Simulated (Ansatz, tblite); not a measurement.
**(H2Al-mu-Cl)2 (Al2H4Cl2): removing an electron**

What does removing an electron cost or gain for (H2Al-mu-Cl)2 (Al2H4Cl2)? Each charged state is run at several levels.

Computed with Ansatz 0.2.0, Gaussian basis. Level: as each input shows.

Plan: charge +1 doublet, at the geometry of the singlet (PBE0-D4/def2-TZVP, PBE-D4/def2-TZVP, r2SCAN-D4/def2-TZVP); the starting singlet's energies come from earlier runs.

**1. The structure**

The singlet was relaxed beforehand with r2SCAN-D4/def2-SVP.

8 atoms, charge 0, spin multiplicity 1.

Atoms are counted from 1 here; the program's logs count them from 0.

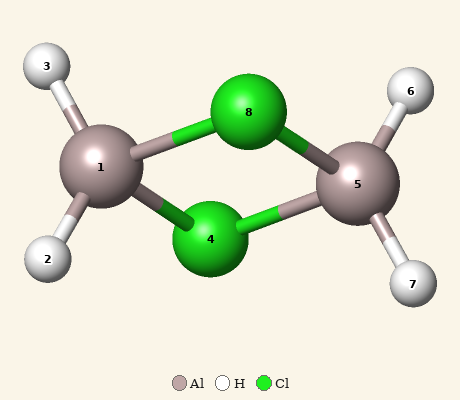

The geometry (aluminium light grey, hydrogen white, chlorine green); atoms are numbered from 1 in the order of the file.

As a file:

```
Al   -0.13863   -0.98374   -1.31475
H    -0.39879   -0.27327   -2.69662
H     0.00520   -2.52832   -1.03977
Cl   -1.61663   -0.10170    0.24656
Al    0.13868    0.98348    1.31494
H     0.39869    0.26314    2.69172
H    -0.00363    2.53008    1.05077
Cl    1.61508    0.11033   -0.25285
```

**2. Charge +1 doublet at the fixed geometry, first pass, PBE0-D4/def2-SVP**

in.yaml

```yaml
crystal:
  periodic: [false, false, false]
  atoms:
    - {symbol: Al, position_ang: [-0.138628, -0.983741, -1.314747]}
    - {symbol: H, position_ang: [-0.398792, -0.273273, -2.696621]}
    - {symbol: H, position_ang: [0.005203, -2.528317, -1.039766]}
    - {symbol: Cl, position_ang: [-1.616627, -0.101701, 0.246557]}
    - {symbol: Al, position_ang: [0.138677, 0.983478, 1.314937]}
    - {symbol: H, position_ang: [0.398693, 0.263143, 2.691719]}
    - {symbol: H, position_ang: [-0.003631, 2.530082, 1.050769]}
    - {symbol: Cl, position_ang: [1.615084, 0.110330, -0.252848]}
basis:
  gaussian: {orbitals: def2-SVP}
total_charge: 1
magnetization: {spin_polarized: true, initial_magnetization: 1}
hamiltonian: {xc: pbe0, dispersion: d4}
output: {orbitals: {seedname: orbitals}}
```

Launch:

```bash
$ ansatz run in.yaml --threads 4 --pin off --events-out ev --progress --plain --max-ram 3916MiB
```

The program printed:

```text
Functional definition: PBE0
  name "PBE0"
  cite "Adamo & Barone, J. Chem. Phys. 110, 6158 (1999) doi:10.1063/1.478522"
  cite "Perdew, Burke & Ernzerhof, Phys. Rev. Lett. 77, 3865 (1996) doi:10.1103/PhysRevLett.77.3865"
  parent pbe
  parameter a = 0.25
  parameter kappa = 0.804
  parameter beta = 0.06672455060314922
  exchange = (1 - a)*pbe_x(kappa = kappa, mu = beta*pi^2/3) + a*exact_x
  correlation = pbe_c(beta = beta)
840 factors; integrals over basis functions are off by at most 1.1e-3 eV
mean field evaluation 1: about -38270.1159 eV, gradient 1.5e1 eV
mean field evaluation 2: about -38270.0521 eV, gradient 1.5e1 eV
mean field evaluation 4: about -38271.3377 eV, gradient 4.0e-1 eV
mean field evaluation 8: about -38271.4392 eV, gradient 3.9e-2 eV
mean field evaluation 16: about -38271.4392 eV, gradient 2.2e-4 eV
mean field -38271.43921927 eV, -1406.4494499948 hartree, gradient 6.0e-6 eV, S^2 0.759695; 0 other end points of the search recorded, 0 dependent functions left out
reference -38271.43925334 eV, -1406.4494512471 hartree; 32, 31 occupied and 60, 61 virtual orbitals, 840 factors
Total energy: -38271.61429359 eV, -1406.4558838576 hartree
```

Wall time 2.4 s (4 threads of Intel Xeon Platinum 8259CL at 2.50GHz, shared host).

HOMO -13.53 eV, LUMO -12.16 eV (over both spins); ⟨S²⟩ 0.760 (pure: 0.75).

**3. Charge +1 doublet at the fixed geometry, PBE0-D4/def2-TZVP**

start.molden holds the orbitals of an earlier run on this state, given as this run's starting guess.

in.yaml: that of step 2 with these lines changed.

```diff
@@ -12,3 +12,3 @@
 basis:
-  gaussian: {orbitals: def2-SVP}
+  gaussian: {orbitals: def2-TZVP, initial_orbitals: start.molden}
 total_charge: 1
@@ -16,2 +16,3 @@
 hamiltonian: {xc: pbe0, dispersion: d4}
+scf: {omitted_lower_state_checks: [starts]}
 output: {orbitals: {seedname: orbitals}}
```

Same command.

The program printed:

```text
Functional definition: PBE0
  name "PBE0"
  cite "Adamo & Barone, J. Chem. Phys. 110, 6158 (1999) doi:10.1063/1.478522"
  cite "Perdew, Burke & Ernzerhof, Phys. Rev. Lett. 77, 3865 (1996) doi:10.1103/PhysRevLett.77.3865"
  parent pbe
  parameter a = 0.25
  parameter kappa = 0.804
  parameter beta = 0.06672455060314922
  exchange = (1 - a)*pbe_x(kappa = kappa, mu = beta*pi^2/3) + a*exact_x
  correlation = pbe_c(beta = beta)
these checks for a lower state are left out or cut short: starts
1270 factors; their error is unknown
mean field evaluation 1: about -38282.2090 eV, gradient 1.1e2 eV
mean field evaluation 2: about -38284.5323 eV, gradient 3.1e0 eV
mean field evaluation 4: about -38284.6849 eV, gradient 9.0e-2 eV
mean field -38284.68497186 eV, -1406.9362224243 hartree, gradient 8.2e-5 eV, S^2 0.760320; 0 other end points of the search recorded, 0 dependent functions left out
reference -38284.68500891 eV, -1406.9362237860 hartree; 32, 31 occupied and 140, 141 virtual orbitals, 1270 factors
Total energy: -38284.86004916 eV, -1406.9426563964 hartree
Checks for a lower state left out: starts
```

Run time: 4 s. Hardware: 4 threads of Intel Xeon Platinum 8259CL at 2.50GHz, shared host; peak memory 0.6 GiB.

Report: HOMO -13.43 eV, LUMO -12.07 eV (over both spins); ⟨S²⟩ 0.760 (pure: 0.75).

**4. Charge +1 doublet at the fixed geometry, PBE-D4/def2-TZVP**

in.yaml: that of step 3 with these lines changed.

```diff
@@ -15,3 +15,3 @@
 magnetization: {spin_polarized: true, initial_magnetization: 1}
-hamiltonian: {xc: pbe0, dispersion: d4}
+hamiltonian: {xc: pbe, dispersion: d4}
 scf: {omitted_lower_state_checks: [starts]}
```

The command is unchanged.

The program printed:

```text
Functional definition: PBE
  name "PBE"
  cite "Perdew, Burke & Ernzerhof, Phys. Rev. Lett. 77, 3865 (1996) doi:10.1103/PhysRevLett.77.3865"
  parent pbe
  parameter kappa = 0.804
  parameter beta = 0.06672455060314922
  exchange = pbe_x(kappa = kappa, mu = beta*pi^2/3)
  correlation = pbe_c(beta = beta)
these checks for a lower state are left out or cut short: starts
1206 factors; their error is unknown
mean field evaluation 1: about -38281.6513 eV, gradient 1.0e1 eV
mean field evaluation 2: about -38281.7558 eV, gradient 1.5e-1 eV
mean field evaluation 4: about -38281.7462 eV, gradient 8.2e-4 eV
mean field -38281.74617137 eV, -1406.8282234983 hartree, gradient 2.2e-5 eV, S^2 0.753870; 0 other end points of the search recorded, 0 dependent functions left out
reference -38281.74622069 eV, -1406.8282253110 hartree; 32, 31 occupied and 140, 141 virtual orbitals, 1206 factors
Total energy: -38281.95096561 eV, -1406.8357495480 hartree
Checks for a lower state left out: starts
```

It took 2.9 s on 4 threads of Intel Xeon Platinum 8259CL at 2.50GHz, shared host.

From the report: HOMO -12.68 eV, LUMO -12.21 eV (over both spins); ⟨S²⟩ 0.754 (pure: 0.75).

**5. Charge +1 doublet at the fixed geometry, r2SCAN-D4/def2-TZVP**

in.yaml: that of step 4 with these lines changed.

```diff
@@ -15,3 +15,3 @@
 magnetization: {spin_polarized: true, initial_magnetization: 1}
-hamiltonian: {xc: pbe, dispersion: d4}
+hamiltonian: {xc: r2scan, dispersion: d4}
 scf: {omitted_lower_state_checks: [starts]}
```

Launched as before.

The program printed:

```text
Functional definition: r2SCAN
  name "r2SCAN"
  cite "Furness, Kaplan, Ning, Perdew & Sun, J. Phys. Chem. Lett. 11, 8208 (2020) doi:10.1021/acs.jpclett.0c02405"
  cite "Furness, Kaplan, Ning, Perdew & Sun, J. Phys. Chem. Lett. 11, 9248 (2020) doi:10.1021/acs.jpclett.0c03077"
  parent r2scan
  parameter k0 = 0.174
  parameter k1 = 0.065
  parameter a1 = 4.9479
  exchange = r2scan_x(k0 = k0, k1 = k1, a1 = a1)
  correlation = r2scan_c
these checks for a lower state are left out or cut short: starts
1206 factors; their error is unknown
mean field evaluation 1: about -38296.4899 eV, gradient 7.1e0 eV
mean field evaluation 2: about -38296.5252 eV, gradient 6.3e-2 eV
mean field evaluation 4: about -38296.5116 eV, gradient 9.6e-5 eV
mean field -38296.51158220 eV, -1407.3708423381 hartree, gradient 2.6e-5 eV, S^2 0.759350; 0 other end points of the search recorded, 0 dependent functions left out
reference -38296.51160027 eV, -1407.3708430019 hartree; 32, 31 occupied and 140, 141 virtual orbitals, 1206 factors
Total energy: -38296.55664274 eV, -1407.3724982823 hartree
Checks for a lower state left out: starts
```

Wall time 6 s (4 threads of Intel Xeon Platinum 8259CL at 2.50GHz, shared host).

From the report: HOMO -12.86 eV, LUMO -12.38 eV (over both spins); ⟨S²⟩ 0.759 (pure: 0.75).

**6. Vertical ionisation energy**

Charged state less starting state, singlet to doublet; the starting state's energies are those of its earlier runs.

| level | vertical ionisation energy (eV) | time |
| --- | --- | --- |
| PBE-D4/def2-TZVP | +9.70 | 5.2 s |
| r2SCAN-D4/def2-TZVP | +9.93 | 11 s |
| PBE0-D4/def2-TZVP | +10.27 | 7.1 s |

Times add the two runs; a level without a time comes out of a correlated run.

Beside −ε(HOMO) of the starting state:

| level | −ε(HOMO) (eV) | by difference (eV) | mismatch (eV) |
| --- | --- | --- | --- |
| PBE-D4/def2-TZVP | 7.14 | 9.70 | -2.56 |
| r2SCAN-D4/def2-TZVP | 7.47 | 9.93 | -2.46 |
| PBE0-D4/def2-TZVP | 8.42 | 10.27 | -1.85 |

**7. Outcome**

| quantity | value |
| --- | --- |
| vertical ionisation energy, functionals in def2-TZVP | 9.70 (PBE-D4) to 10.27 eV (PBE0-D4) |

The vertical ionisation energy spans 9.70 to 10.27 eV over the functionals. −ε(HOMO) misses the level's own difference by -1.85 eV at best (PBE0-D4) and -2.56 eV at worst (PBE-D4).
